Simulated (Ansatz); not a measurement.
# [BH4]− (borohydride) at 6 levels

We compute a comparison of 6 runs (BLYP/6-31G, r2SCAN/6-31G, wB97X/3-21G, BCCD(T)/3-21G, UCCSD(T)/6-31G, FCI/6-31G) of [BH4]− (borohydride). 

The results are computed with Ansatz 0.2.0.

5 further runs of the same task are left out: 4 that didn't finish, 1 set aside as unsound or not needed.

## Step 1: The molecule

The species is [BH4]− (5 atoms), meant as a singlet with charge -1. SMILES: `[BH4-]`. The H2–B1 distance was set to 1.842 Å, away from the relaxed value. At this shape a bond of the SMILES string is far longer than usual.

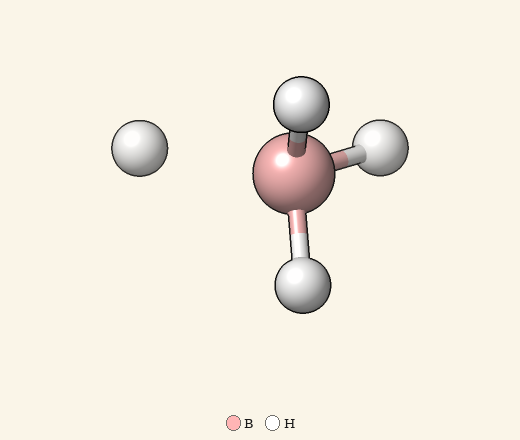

The structure, seen from a chosen angle (boron pink, hydrogen white).

## Step 2: A single-point energy at BLYP/6-31G (run 1)

input.yaml reads:

```yaml
basis:
  gaussian: {orbitals: 6-31G}
crystal:
  periodic: [false, false, false]
  atoms:
    - symbol: B
      position_ang: [-0.341656, -0.498215, -0.109002]
    - symbol: H
      position_ang: [0.683660, 0.997010, 0.217690]
    - symbol: H
      position_ang: [0.384584, -1.486875, -0.175962]
    - symbol: H
      position_ang: [-0.942166, -0.358685, -1.172252]
    - symbol: H
      position_ang: [-1.151446, -0.646765, 0.803958]
total_charge: -1
hamiltonian: {xc: {name: BLYP}}
accuracy: high
```

On the command line:

```
$ ansatz run input.yaml --threads 1 --pin off --max-ram 2610MiB --events-out events.jsonl --progress --plain --runs-dir runs
```

Log:

```text
Warning: RAYON_NUM_THREADS=1 ignored (pool sized by the plan → 1); use --threads N
Functional definition: BLYP
  name "BLYP"
  parameter beta = 0.0042
  parameter a = 0.04918
  parameter b = 0.132
  parameter c = 0.2533
  parameter d = 0.349
  exchange = b88_x(beta = beta)
  correlation = lyp_c(a = a, b = b, c = c, d = d)
413 factors; integrals over basis functions are off by at most 4.0e-9 eV
mean field evaluation 1: about -738.5016 eV, gradient 8.4e0 eV
mean field evaluation 2: about -738.5532 eV, gradient 6.9e0 eV
mean field evaluation 4: about -738.8174 eV, gradient 3.5e-1 eV
mean field evaluation 8: about -738.8053 eV, gradient 1.0e-3 eV
mean field evaluation 16: about -738.8053 eV, gradient 8.2e-9 eV
mean field -738.80530599 eV, -27.1505942150 hartree, gradient 8.2e-9 eV, S^2 0.000000; 0 other end points of the search recorded, 0 dependent functions left out
reference -738.80534292 eV, -27.1505955720 hartree; 5, 5 occupied and 12, 12 virtual orbitals, 413 factors
Total energy: -738.80534292 eV, -27.1505955720 hartree
```

It took 0.74 s on 1 thread of Intel Xeon Platinum 8259CL at 2.50GHz (Skylake/Cascade Lake), shared host; peak memory 0.1 GiB.

## Step 3: The energy at r2SCAN/6-31G (run 2)

job.yaml reads:

```yaml
basis:
  gaussian: {orbitals: 6-31G}
crystal:
  periodic: [false, false, false]
  atoms:
    - {symbol: B, position_ang: [-0.341656, -0.498215, -0.109002]}
    - {symbol: H, position_ang: [0.683660, 0.997010, 0.217690]}
    - {symbol: H, position_ang: [0.384584, -1.486875, -0.175962]}
    - {symbol: H, position_ang: [-0.942166, -0.358685, -1.172252]}
    - {symbol: H, position_ang: [-1.151446, -0.646765, 0.803958]}
total_charge: -1
hamiltonian: {xc: {name: r2SCAN}}
accuracy: high
```

On the command line:

```
$ ansatz run job.yaml --threads 1 --pin off --max-ram 2610MiB --events-out events.jsonl --progress --plain --runs-dir runs
```

Log:

```text
Warning: RAYON_NUM_THREADS=1 ignored (pool sized by the plan → 1); use --threads N
Functional definition: r2SCAN
  name "r2SCAN"
  parameter k0 = 0.174
  parameter k1 = 0.065
  parameter a1 = 4.9479
  exchange = r2scan_x(k0 = k0, k1 = k1, a1 = a1)
  correlation = r2scan_c
413 factors; integrals over basis functions are off by at most 4.0e-9 eV
mean field evaluation 1: about -738.8291 eV, gradient 5.4e0 eV
mean field evaluation 2: about -738.8538 eV, gradient 4.6e0 eV
mean field evaluation 4: about -738.9652 eV, gradient 1.8e-1 eV
mean field evaluation 8: about -738.9542 eV, gradient 2.2e-3 eV
mean field -738.95423597 eV, -27.1560672906 hartree, gradient 8.5e-8 eV, S^2 0.000000; 0 other end points of the search recorded, 0 dependent functions left out
reference -738.95423639 eV, -27.1560673063 hartree; 5, 5 occupied and 12, 12 virtual orbitals, 413 factors
Total energy: -738.95423639 eV, -27.1560673063 hartree
```

Run time: 1.4 s. Hardware: 1 thread of Intel Xeon Platinum 8259CL at 2.50GHz (Skylake/Cascade Lake), shared host; peak memory 0.12 GiB.

Runs 3 to 5 aren't shown in full; the table further down has their settings and results.

## Step 4: A single-point energy at FCI/6-31G (run 6)

in.yaml reads:

```yaml
crystal:
  periodic: [false, false, false]
  atoms:
    - {symbol: B, position_ang: [-0.341656, -0.498215, -0.109002]}
    - {symbol: H, position_ang: [0.683660, 0.997010, 0.217690]}
    - {symbol: H, position_ang: [0.384584, -1.486875, -0.175962]}
    - {symbol: H, position_ang: [-0.942166, -0.358685, -1.172252]}
    - {symbol: H, position_ang: [-1.151446, -0.646765, 0.803958]}
basis:
  gaussian:
    orbitals: 6-31G
total_charge: -1
correlation:
  method: fci
  frozen_orbitals: {B: 1, H: 0}
accuracy: high
```

On the command line:

```
$ ansatz run in.yaml --threads 1 --pin off --max-ram 2610MiB --events-out events.jsonl --progress --plain --runs-dir runs
```

Log:

```text
Warning: RAYON_NUM_THREADS=1 ignored (pool sized by the plan → 1); use --threads N
Functional definition: HF
  name "HF"
  exchange = exact_x
  correlation = 0
413 factors; integrals over basis functions are off by at most 4.0e-9 eV
mean field evaluation 1: about -731.3326 eV, gradient 1.2e1 eV
mean field evaluation 2: about -731.3286 eV, gradient 1.2e1 eV
mean field evaluation 4: about -732.0709 eV, gradient 9.4e-1 eV
mean field evaluation 8: about -732.0752 eV, gradient 7.6e-7 eV
mean field -732.07516337 eV, -26.9032660353 hartree, gradient 2.3e-8 eV, S^2 0.000000; 0 other end points of the search recorded, 0 dependent functions left out
1 core orbitals not correlated: weight in the atoms' cores, before any rotation towards them, 1.000 or more for the frozen orbitals, at most 0.000 for the correlated occupied ones
reference -732.07516337 eV, -26.9032660353 hartree; 4, 4 occupied and 12, 12 virtual orbitals, 413 factors
state -734.91887763 eV, -27.0077706070 hartree
Total energy: -734.91887763 eV, -27.0077706070 hartree
```

Wall time 11 s (1 thread of Intel Xeon Platinum 8259CL at 2.50GHz (Skylake/Cascade Lake), shared host); peak memory 0.33 GiB.

## Step 5: The series

```
run           level  frozen core orbitals  energy (Eh)  wall time
  1      BLYP/6-31G                     –   -27.150596     0.74 s
  2    r2SCAN/6-31G                     –   -27.156067      1.4 s
  3     wB97X/3-21G                     –   -27.025532      2.9 s
  4   BCCD(T)/3-21G                     1   -26.865787     0.26 s
  5  UCCSD(T)/6-31G                     1   -27.007361      0.3 s
  6       FCI/6-31G                     1   -27.007771       11 s
```

## Step 6: What came out

| quantity | value |
| --- | --- |
| run 6: total energy | -27.00777 Eh |
| run 6: correlation energy (1 core orbital frozen) | -104.5 mEh |

What this shows: Against full CI in this basis: UCCSD(T) +0.4 mEh. Totals of different functionals can't be ranked against each other. All runs together took 17 s, the longest 11 s.
